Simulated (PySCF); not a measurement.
| atom | x (Å) | y (Å) | z (Å) |
| --- | --- | --- | --- |
| Si | 2.2216 | 0.3596 | -0.0595 |
| S | 0.9955 | -0.4001 | 1.6863 |
| C | -0.7344 | -0.1460 | 1.2605 |
| C | -1.0968 | -1.1693 | 0.1514 |
| O | -1.0564 | -0.1549 | -0.8188 |
| C | -1.0885 | 0.8703 | 0.1747 |
| H | 1.4652 | -0.1595 | -1.1957 |
| H | 2.1120 | 1.8055 | 0.1257 |
| H | 3.4943 | -0.2555 | 0.2707 |
| H | -1.3132 | -0.1581 | 2.1798 |
| H | -2.1090 | -1.5639 | 0.3036 |
| H | -0.4164 | -1.9991 | -0.0624 |
| H | -0.3817 | 1.6751 | -0.0389 |
| H | -2.0928 | 1.2954 | 0.2804 |

Geometry: GFN2-xTB.

Theory: UKS B3LYP, pcH-1 on C H O S Si, non-relativistic, mean-field spin-orbit, GIAO (PySCF).

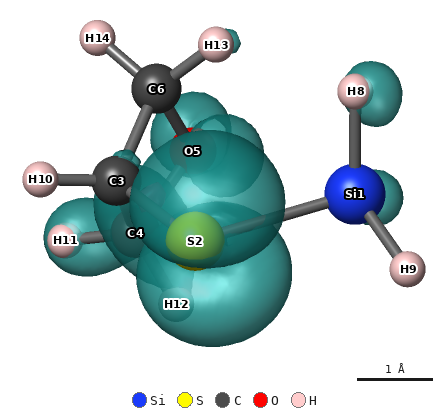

C3H8OSSi (SMILES [SiH3][S+]C1COC1) (charge +1, doublet). Isosurfaces of the spin density at +0.02 (teal) and −0.02 e/Å³ (pink), seen at a tilt.

Describe the spin distribution.

The unpaired spin (1 electron) lies mostly on S2 (about 0.6), O5 (about 0.1) and C4 (about 0.1), in electrons by Hirshfeld's partition.
